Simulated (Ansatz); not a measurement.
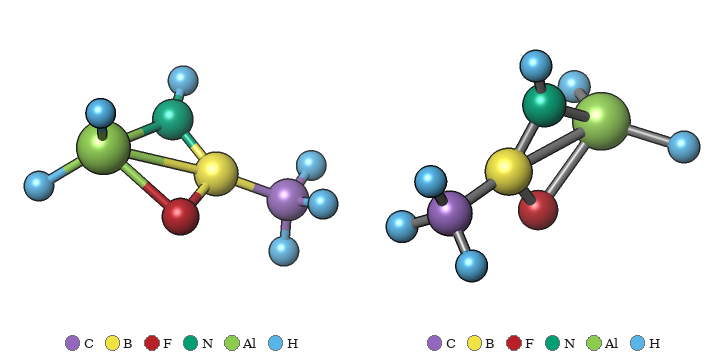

The same structure drawn twice, from different directions.

The computed structure is the end point of a PBE0-D4/def2-TZVP optimisation.

Question: Which formula does it have?

Answer: CH6AlBFN, 11 atoms: 1 carbon, 6 hydrogen, 1 aluminium, 1 boron, 1 fluorine and 1 nitrogen.

Question: How many bonds of each kind are drawn?

Answer: 3 C–H, 2 Al–H, 1 C–B, 1 Al–F, 1 B–F, 1 N–H, 1 Al–N, 1 Al–B, 1 B–N. Sticks follow a distance rule.

Question: What is the point group of this geometry?

Answer: Cs.

More results for the same structure follow; atom numbers are the same in all pictures, views and colours differ.

## Geometry

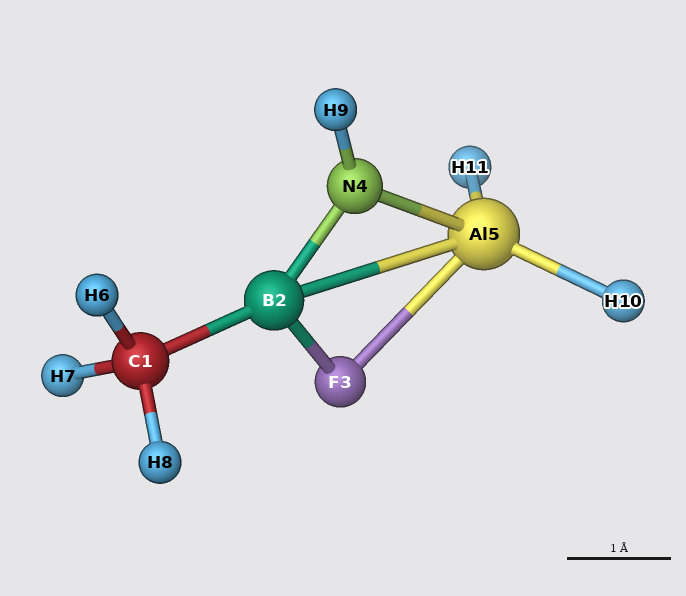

The atoms are numbered.

Question: What is the geometry at C1?

Answer: C1 has 4 neighbours (B2 at 1.55, H6 at 1.09, H7 at 1.09, H8 at 1.09 Å); the arrangement is tetrahedral.

Question: What is the geometry at N4?

Answer: N4 has 3 neighbours (B2 at 1.37, Al5 at 1.86, H9 at 1.00 Å); the arrangement is trigonal planar.

Question: Which bond is the longest?

Answer: B2–Al5, 2.427 Å.

Question: What is the dihedral angle F3–B2–Al5–N4?

Answer: 180° in size, that is anti.

## Charges

The questions are on Mulliken charges. Method: RKS PBE0-D4/def2-TZVP (Ansatz 0.2.0).

List the Mulliken charges.

```json
{"atom": "C1", "value (e)": "−0.42"}
{"atom": "B2", "value (e)": "0.31"}
{"atom": "F3", "value (e)": "−0.27"}
{"atom": "N4", "value (e)": "−0.39"}
{"atom": "Al5", "value (e)": "0.36"}
{"atom": "H6", "value (e)": "0.14"}
{"atom": "H7", "value (e)": "0.15"}
{"atom": "H8", "value (e)": "0.15"}
{"atom": "H9", "value (e)": "0.21"}
{"atom": "H10", "value (e)": "−0.12"}
{"atom": "H11", "value (e)": "−0.12"}
```

## Electronic properties

Properties computed with RKS PBE0-D4/def2-TZVPP (Ansatz 0.2.0).

Question: Estimate the dispersion correction.

Answer: −16.4 kJ/mol.

Question: Give the LUMO energy (Kohn–Sham orbital) at this level.

Answer: −0.14 eV.

Question: Estimate the HOMO energy (Kohn–Sham orbital).

Answer: −7.71 eV.

## Vibrations

Harmonic vibrations computed with RKS PBE0-D4/def2-TZVP (Ansatz 0.2.0) at a stationary point of the same level.

Question: How many vibrational modes are there, and where do they lie?

Answer: 27 modes: 106, 119, 219, 334, 349, 457, 465, 560, 624, 627, 717, 758, 789, 857, 909, 983, 1137, 1326, 1445, 1454, 1530, 1930, 1932, 3052, 3117, 3149, 3711 cm⁻¹.

Mulliken values depend strongly on the basis set and can even reverse the polarity of a bond.
